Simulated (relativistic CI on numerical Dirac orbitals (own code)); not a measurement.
# I¹⁷⁺: relativistic CI calculation

I¹⁷⁺. Computed at this level: Dirac-Coulomb-Breit CI, KLI orbitals optimised for each configuration, model QED (radiative potential, 1s self-energy scaled to tabulated hydrogen-like ionisation energies), P86 correlation energy added to each configuration (relativistic CI on numerical Dirac orbitals, in-house).

The input:
```
atom I  Z=53  charge=17  electrons=36
nucleus A=127  rms_radius_fm=4.7500
hamiltonian dirac-coulomb  breit=on  qed=on  c_scale=1
orbitals kli  potential=per-configuration
slater_scale 1
correlation p86
mixing on
configurations
  [Ar] 3d10 4s2 4p6
  [Ar] 3d10 4s2 4p5 4d
  [Ar] 3d10 4s 4p6 4d
  [Ar] 3d10 4s2 4p5 4f
  [Ar] 3d10 4s 4p6 4f
  [Ar] 3d10 4s2 4p5 5s
  [Ar] 3d10 4s2 4p5 5p
  [Ar] 3d10 4p6 4d2
  [Ar] 3d10 4p5 4d3
  [Ar] 3d10 4p5 4d2 4f
  [Ar] 3d10 4p5 4d2 5s
  [Ar] 3d10 4p5 4d2 5p
  [Ar] 3d10 4p6 4f2
  [Ar] 3d10 4p5 4d 4f2
  [Ar] 3d10 4p5 4f3
  [Ar] 3d10 4p5 4f2 5s
  [Ar] 3d10 4p5 4f2 5p
end
```

The run was one of a batch that the task file lists, launched with:
```bash
python <driver script> task.json out
```

The program writes its results to a structured record and prints no log; tables and figures of this report are taken from that record.

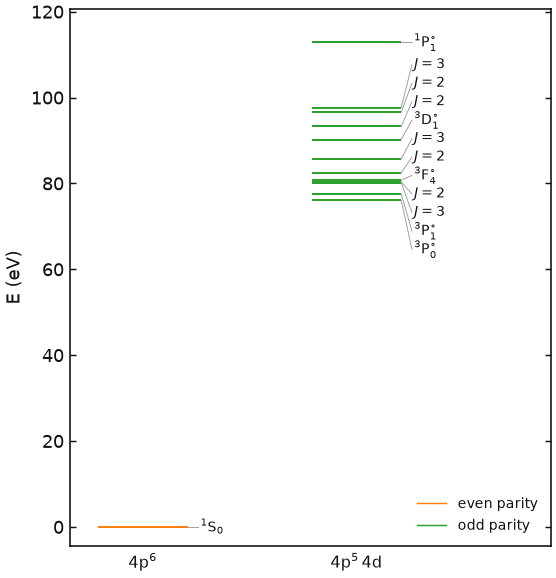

**Figure 1.** Level diagram of I¹⁷⁺. The lowest level is 4p⁶ ¹S₀. The first excited level, 4p⁵ 4d ³P°₀, lies at 76.0 eV. It is also the lowest level of opposite parity. The levels are in intermediate coupling, nearer jj (mean leading weight 73 % in LS and 83 % in jj).

```csv
Configuration,Level,E (eV),Lifetime (s; – stable or not computed)
4p⁶,¹S₀,0,–
4p⁵ 4d,³P°₀,76.05,–
4p⁵ 4d,³P°₁,77.55,1.4×10⁻⁸
4p⁵ 4d,[(4p₃/₂)³ 4d₃/₂] J = 3,80.14,2.8×10⁻¹
4p⁵ 4d,[(4p₃/₂)³ 4d₃/₂] J = 2,80.36,1.9×10⁻³
4p⁵ 4d,³F°₄,80.74,6.4×10⁻¹
4p⁵ 4d,[(4p₃/₂)³ 4d₅/₂] J = 2,82.44,1.3×10⁻³
4p⁵ 4d,[(4p₃/₂)³ 4d₅/₂] J = 3,85.69,1.7×10⁻³
4p⁵ 4d,³D°₁,90.22,2.8×10⁻¹¹
4p⁵ 4d,[4p₁/₂ 4d₃/₂] J = 2,93.30,4.9×10⁻⁵
4p⁵ 4d,[4p₁/₂ 4d₅/₂] J = 2,96.56,5.0×10⁻⁵
4p⁵ 4d,[4p₁/₂ 4d₅/₂] J = 3,97.67,3.5×10⁻⁵
4p⁵ 4d,¹P°₁,112.8,1.0×10⁻¹²
```

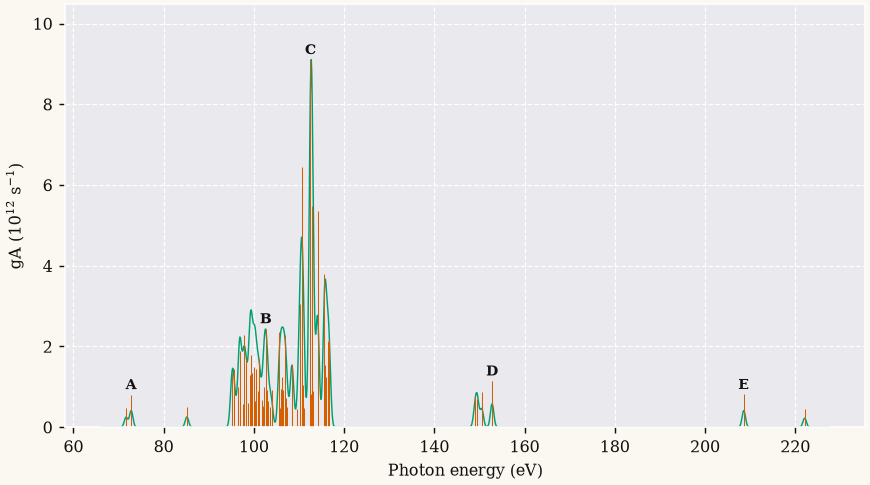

**Figure 2.** The stronger electric dipole lines (weighted rates gA) for I¹⁷⁺. The envelope is a Gaussian of full width 0.9 eV, scaled to the tallest stick. A: 4s 4p⁶ 4f ³F°₄ → 4s² 4p⁵ 4f ³G₅, 72.81 eV, gA = 8.1×10¹¹ s⁻¹; B: 4p⁵ 4d³ [4p₁/₂ 4d₃/₂ (4d₅/₂)²] J = 5 → 4p⁶ 4d² ¹G₄, 102.7 eV, gA = 2.4×10¹² s⁻¹; C: 4p⁵ 4d³ ¹G°₄ → 4p⁶ 4d² ¹G₄, 112.5 eV, gA = 9.1×10¹² s⁻¹; D: 4s² 4p⁵ 5p ³D₃ → 4s² 4p⁵ 4d ³F°₄, 152.8 eV, gA = 1.1×10¹² s⁻¹; E: 4s² 4p⁵ 5s [(4p₃/₂)³ 5s] J = 1 → 4s² 4p⁶ ¹S₀, 208.6 eV, gA = 8.1×10¹¹ s⁻¹. The strongest, C, lies in the extreme ultraviolet region.

Key numbers:

```
           quantity                                                                 value
            outcome                                                             converged
       lowest level                                                           4s² 4p⁶ ¹S₀
first excited level                                         4s² 4p⁵ 4d ³P°₀, 613,363 cm⁻¹
  ionisation energy                                                            506.221 eV
    levels computed                                                                  2403
     SCF iterations                                                                   133
           hardware  1 thread of Arm Neoverse N1, 98 GiB of memory available, shared host
          wall time                                                                 2.7 s
```

Remarks:

Caveats: only a limited list of configurations is included, so lower levels can be missing; only lines among the lowest 200 of 2403 levels are drawn, so those from 4p⁵ 4d² 4f are incomplete.
